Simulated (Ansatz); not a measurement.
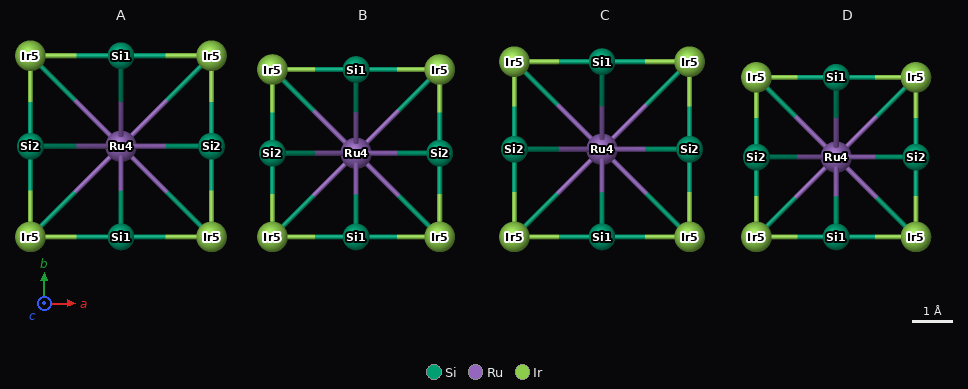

4 geometries from one relaxation of solid Si$_{3}$IrRu (a generated structure, set up in Pm-3m) (coarse preliminary run), in shuffled order. A ball-and-stick model of the cell of the calculation, seen along the c axis.

All numbers below come from DFT PBE, scalar-relativistic, plane waves, PAW in Ansatz. Settings: plane-wave cutoff 420 eV; k-point mesh 4 × 4 × 4; occupations gaussian; smearing width 0.1 eV; no spin polarisation; cell and atoms relaxed; force threshold 0.04 eV/Å; at most 70 steps.

Put them in the order of the run, from the start to the converged end.

Answer. D, B, C, A. They are steps 0, 1, 2, 7, at +1346 meV per atom, +476 meV per atom, +83.9 meV per atom relative to the last. The atoms keep their places relative to the cell (all moves are under 0.005 Å). The drawn cell changes as follows: a = b = c 4.007 → 4.550 Å (+13.6 %); the volume changes by +46.5 %. Among the contacts that change: Si–Si 2.833 → 3.218 Å, Ru–Si 2.833 → 3.218 Å, Ir–Si 2.003 → 2.275 Å. The space group stays Pm-3m (No. 221). The energy falls by 1346 meV per atom in 5 accepted moves (7 points after the start). All forces vanish by symmetry, so only the cell relaxes. Pressure: 100.42 GPa at the start and 0.23 GPa at the end. The SCF was repeated twice at an unchanged geometry on a basis and grid sized afresh for the cell, which shifted the energy by 18.7 meV per atom at most. Cost: 15 s on 1 thread of Arm Neoverse V1, with other jobs on the host, peak memory 0.36 GiB.

Limits of the set-up: the k-point mesh is coarse for a cell with partly filled bands.
